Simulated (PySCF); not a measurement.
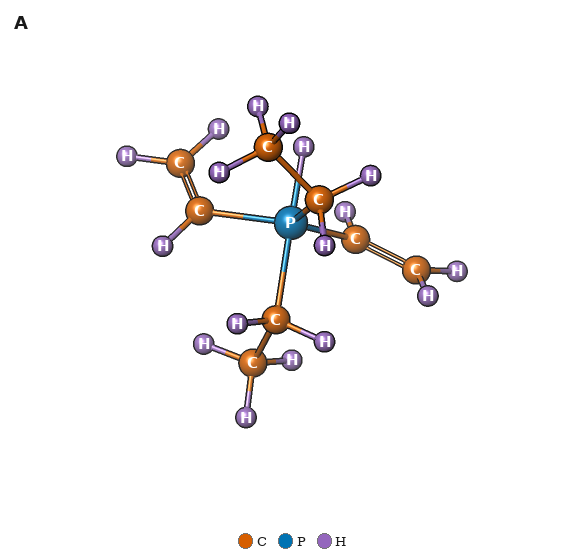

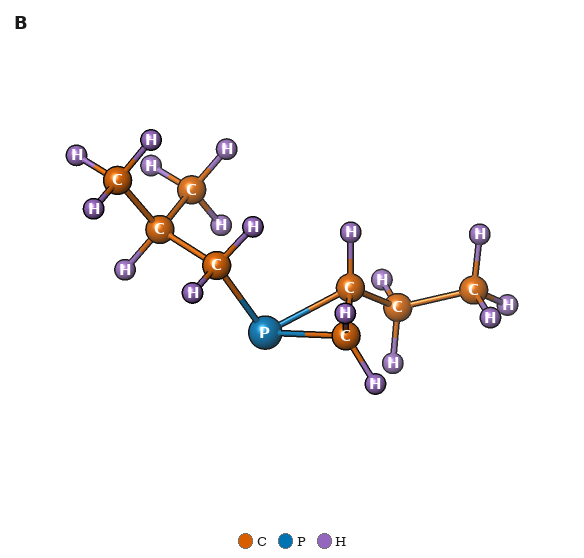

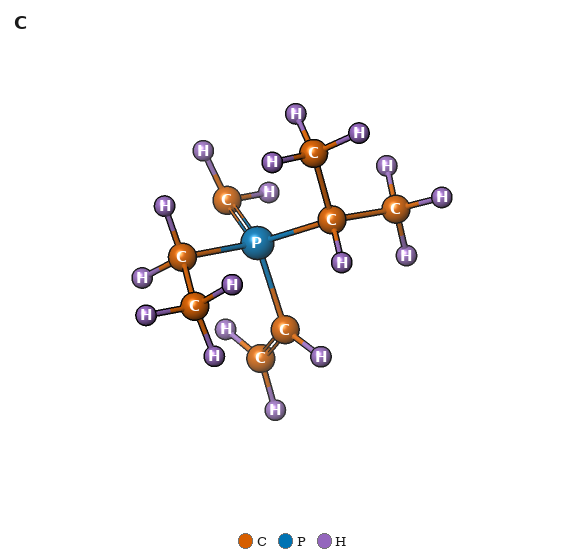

3 stationary structures of one formula. Geometries: GFN2-xTB. Electronic energies: PBE0/pcSseg-1 (PySCF 2.14.0), without zero-point energy. No frequency run is at hand to confirm each as a minimum. Each is one conformer, not always the lowest.

Question: Are they conformers, stereoisomers or constitutional isomers?

Answer: They are constitutional isomers of C8H17P: A `C=C[PH](C=C)(CC)CC`, B `CC[C@@H]1CP1CC(C)C`, C `C=C[P@@](=C)(CC)C(C)C`.

Question: Rank them by energy, lowest first.

Answer: B is lowest; C lies 1.825 eV above it, A lies 3.210 eV above it.

The geometry is semi-empirical. Around P such bond lengths and angles can be off by a tenth of an ångström or more and by several degrees, and values that hang on the shape move with them.
